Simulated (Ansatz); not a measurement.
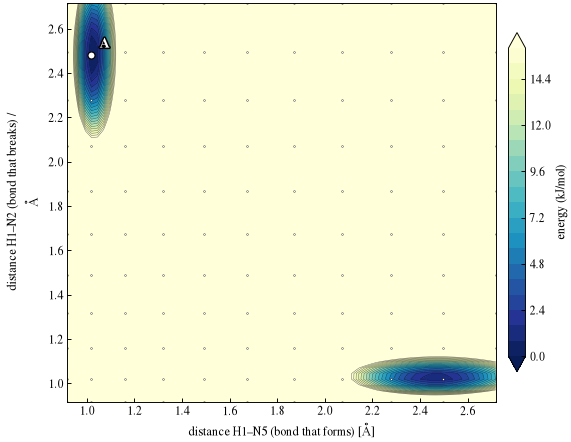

The reacting system CH4N2S (one molecule; an intramolecular 1,3-shift). 
- The first coordinate is: distance H1–N5 (bond that forms); the second: distance H1–N2 (bond that breaks).
- Relaxed at each point: all other coordinates.
- The grid has 11 × 11 points.
- Points are written as (first, second).
- All energies are given in kJ/mol relative to the lowest grid point.
- The reference is spin-restricted, so regions where a bond is pulled apart into radicals lie too high.
- Computed with Ansatz 0.2.0, RKS PBE-D4/def2-SVP.

Drawn: filled contours, dots at the grid points, one colour for all values above the top of the scale, the well A. Between grid points the surface is interpolated.

**Estimate the position of the minimum and the force constants in these coordinates. Take the well at A.**

The interpolated minimum is at the first coordinate ≈ 1.019 Å, the second coordinate ≈ 2.483 Å. The curvatures there are about 43 eV/Å² and 2.3 eV/Å², with a cross term of about 0 eV/Å². Round the minimum the two coordinates are nearly uncoupled. (1 eV is 96.5 kJ/mol.)
